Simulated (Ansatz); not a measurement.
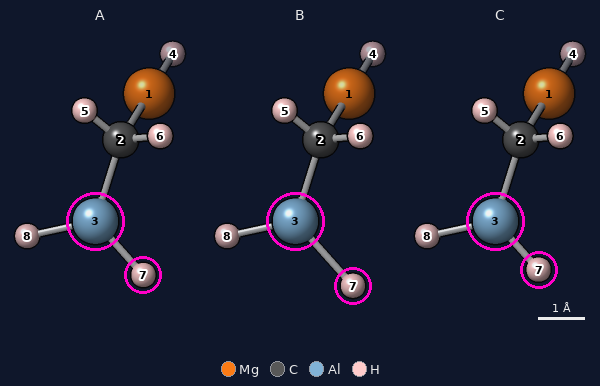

A scan of CH₅AlMg: the Al3–H7 distance is varied, with the rest of the molecule carried along rigidly. Style: ball-and-stick. Shown from a free direction. The ringed atoms are those of the scanned coordinate.

Level of theory: CCSD(T) (def2-TZVPP, Ansatz), on geometries moved rigidly from the minimum at PBE0-D4/def2-TZVP. Coupled cluster with a frozen core. Energies are counted from the PBE0-D4/def2-TZVP minimum geometry at the same level.

Rank the frames from lowest to highest energy.

Answer. Lowest first: A (the distance 1.594 Å, 0.0 kJ/mol), C (the distance 1.435 Å, 18.8 kJ/mol), B (the distance 1.913 Å, 43.5 kJ/mol). Over the whole scan: the lowest computed point lies at the distance 1.594 Å (0.0 kJ/mol). The end points stand at 18.8 kJ/mol (1.435 Å) and 43.5 kJ/mol (1.913 Å). The curvature at the lowest point is about 13 eV/Å² (2.1 mdyn/Å). The well is steeper on the short side, as for any bond.
